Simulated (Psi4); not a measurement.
# CHClFNSi (SMILES FC1=N[SiH]1Cl) at wB97M-V/6-31G(d) (spherical functions)

What is the vertical ionisation energy of CHClFNSi at wB97M-V/6-31G* (spherical functions)? 

Program for the calculation: Psi4 1.11.

1 further run of the same task is left out (it didn't finish).

### 1 The system as given

CHClFNSi: 6 atoms, total charge 0, spin state singlet. As SMILES, `FC1=N[SiH]1Cl`. The coordinates come from a PBE0-D4/def2-TZVP relaxation.

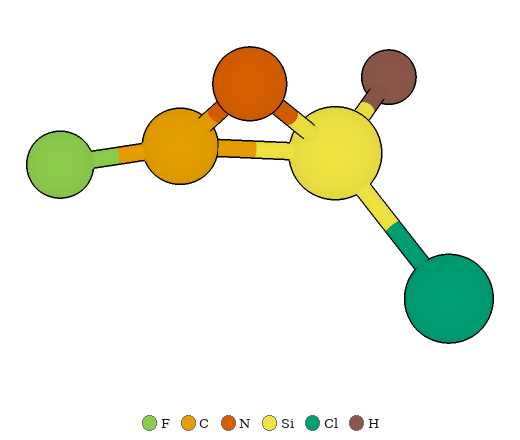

Viewed from a chosen angle; fluorine green, carbon amber, nitrogen orange, silicon yellow, chlorine teal, hydrogen brown.

### 2 A single-point energy at wB97M-V/6-31G(d) (spherical functions)

chclfnsi.xyz

```xyz
6
CHClFNSi
F      0.158300    -2.281300    -0.638700
C      0.216600    -1.043700    -0.212100
N      1.240300    -0.391700     0.161000
Si    -0.233900     0.593200     0.234800
Cl    -0.525700     2.070200    -1.116500
H     -0.813600     0.989400     1.525400
```

job.py

```python
import psi4

psi4.set_memory('2200 MB')
psi4.set_num_threads(1)
psi4.core.set_output_file('psi4.out', False)

with open('chclfnsi.xyz') as f:
    atoms = ''.join(f.readlines()[2:])
mol = psi4.geometry('0 1\n' + atoms + 'symmetry c1')

psi4.set_options({
    'basis': '6-31G*',
    'puream': True,
    'e_convergence': 1e-09,
    'd_convergence': 1e-08,
    'scf_type': 'pk',
    'dft_radial_points': 99,
    'dft_spherical_points': 590,
})

e_tot = psi4.energy("wb97m-v", molecule=mol)
print('E =', round(e_tot, 9))
```

The run is started by

```sh
$ python job.py
```

psi4.out:

```text
[...]
  Running in c1 symmetry.
[...]
  Nuclear repulsion =  257.916144657430209
[...]
  Multiplicity = 1
[...]
  Nalpha       = 27
  Nbeta        = 27
[...]
    Number of basis functions: 80
[...]
   @RKS iter   1:  -942.70943822772017   -1.46956e-01   6.98475e-03 ADIIS/DIIS
[...]
   @RKS iter  13:  -942.85620367531681   -2.38742e-12   4.29986e-09 DIIS
[...]
    Orbital Energies [Eh]
    ---------------------
    Doubly Occupied:
       1A   -101.885629     2A    -66.486186     3A    -24.960442
       4A    -14.540462     5A    -10.491707     6A     -9.667638
       7A     -7.370604     8A     -7.364929     9A     -7.364446
      10A     -5.522515    11A     -3.837099    12A     -3.836098
      13A     -3.834455    14A     -1.395009    15A     -1.087478
      16A     -0.979437    17A     -0.735471    18A     -0.681394
      19A     -0.613637    20A     -0.598909    21A     -0.565373
      22A     -0.527034    23A     -0.492508    24A     -0.466438
      25A     -0.441406    26A     -0.437452    27A     -0.360315
[...]
  @RKS Final Energy:  -942.85620367531681
   => Energetics <=
    Nuclear Repulsion Energy =            257.9161446574302090
    One-Electron Energy =               -1814.2342207253716424
    Two-Electron Energy =                 667.9133740245229092
    DFT Exchange-Correlation Energy =     -54.6723628002425244
    Empirical Dispersion Energy =           0.0000000000000000
    VV10 Nonlocal Energy =                  0.2208611683444171
    Total Energy =                       -942.8562036753168059
[...]
 Multipole Moments:
 ------------------------------------------------------------------------------------
     Multipole            Electronic (a.u.)      Nuclear  (a.u.)        Total (a.u.)
 ------------------------------------------------------------------------------------
 L = 1.  Multiply by 2.5417464519 to convert [e a0] to [Debye]
 Dipole X            :         -0.2537011           -0.4624778           -0.7161789
 Dipole Y            :         -1.1789080            1.4357175            0.2568094
 Dipole Z            :         -2.3130891            2.7001277            0.3870386
 Magnitude           :                                                    0.8536171
[...]
```

The script printed:

```text
E = -942.856203675
```

Run time: 74 s. Hardware: 1 thread of Intel Xeon 6975P-C (Granite Rapids), shared host; peak memory 1.1 GiB.

### 3 The doublet cation

chclfnsi.xyz is that of step 2.

job.py

```python
import psi4

psi4.set_memory(2200000000)
psi4.set_num_threads(1)
psi4.core.set_output_file('chclfnsi.out', False)

with open('chclfnsi.xyz') as f:
    atoms = ''.join(f.readlines()[2:])
mol = psi4.geometry('1 2\n' + atoms + 'symmetry c1\nno_reorient\nno_com')

options = {'basis': '6-31G*', 'reference': 'uks', 'puream': True, 'e_convergence': 1e-09, 'd_convergence': 1e-08, 'scf_type': 'pk', 'dft_radial_points': 99, 'dft_spherical_points': 590, 'maxiter': 100}
psi4.set_options(options)

result, w = psi4.energy("wb97m-v", return_wfn=True)
print(f'total energy {result:.8f} hartree = {result * 27.211386:.5f} eV')
```

The run is started by

```sh
$ python job.py
```

chclfnsi.out:

```text
[...]
  Running in c1 symmetry.
[...]
  Nuclear repulsion =  257.916144657430209
[...]
  Multiplicity = 2
[...]
  Nalpha       = 27
  Nbeta        = 26
[...]
    Number of basis functions: 80
[...]
   @UKS iter   1:  -942.38295019059967    1.79532e-01   5.70972e-03 DIIS/ADIIS
[...]
   @UKS iter  20:  -942.49065078365857   -2.84217e-12   4.63504e-09 DIIS
[...]
   @S^2 Observed:                7.550853461E-01
[...]
    Orbital Energies [Eh]
    ---------------------
    Alpha Occupied:
       1A   -102.094747     2A    -66.749928     3A    -25.225193
       4A    -14.868486     5A    -10.786802     6A     -9.875057
       7A     -7.578390     8A     -7.573341     9A     -7.571040
      10A     -5.783921    11A     -4.100371    12A     -4.097742
      13A     -4.094167    14A     -1.652620    15A     -1.393136
      16A     -1.184344    17A     -0.996500    18A     -0.959401
      19A     -0.870426    20A     -0.859480    21A     -0.830615
      22A     -0.761348    23A     -0.752837    24A     -0.693291
      25A     -0.690842    26A     -0.648881    27A     -0.641791
    Alpha Virtual:
[...]
  @UKS Final Energy:  -942.49065078365857
   => Energetics <=
    Nuclear Repulsion Energy =            257.9161446574302090
    One-Electron Energy =               -1800.8879816786597985
    Two-Electron Energy =                 654.7380067680081766
    DFT Exchange-Correlation Energy =     -54.4752513108005232
    Empirical Dispersion Energy =           0.0000000000000000
    VV10 Nonlocal Energy =                  0.2184307803633410
    Total Energy =                       -942.4906507836585661
[...]
 Multipole Moments:
 ------------------------------------------------------------------------------------
     Multipole            Electronic (a.u.)      Nuclear  (a.u.)        Total (a.u.)
 ------------------------------------------------------------------------------------
 L = 1.  Multiply by 2.5417464519 to convert [e a0] to [Debye]
 Dipole X            :          2.7590304           -3.0588997           -0.2998693
 Dipole Y            :        -28.1285689           28.2548071            0.1262382
 Dipole Z            :         38.0628448          -37.9113076            0.1515373
 Magnitude           :                                                    0.3589167
[...]
```

The script printed:

```text
total energy -942.49065078 hartree = -25646.47690 eV
```

Run time: 1.7 min. Hardware: 1 thread of Intel Xeon 6975P-C (Granite Rapids), shared host; peak memory 1.1 GiB.

### 4 Outcome

Level: wB97M-V/6-31G* (spherical functions).

```
                                          quantity          value
                    singlet CHClFNSi: total energy  -942.85620 Eh
                   singlet CHClFNSi: dipole moment         2.17 D
                     singlet CHClFNSi: HOMO energy       -9.80 eV
                     singlet CHClFNSi: LUMO energy        1.28 eV
                   singlet CHClFNSi: HOMO–LUMO gap       11.08 eV
                      doublet cation: total energy  -942.49065 Eh
doublet cation: HOMO energy (highest over α and β)      -17.46 eV
 doublet cation: LUMO energy (lowest over α and β)      -10.08 eV
                              doublet cation: ⟨S²⟩          0.755
vertical ionisation energy (to the doublet cation)       9.947 eV
```

What this shows: Removing an electron at fixed nuclei costs 9.95 eV (960 kJ/mol). −ε(HOMO) before ionisation, 9.80 eV, is 0.14 eV below this ionisation energy.
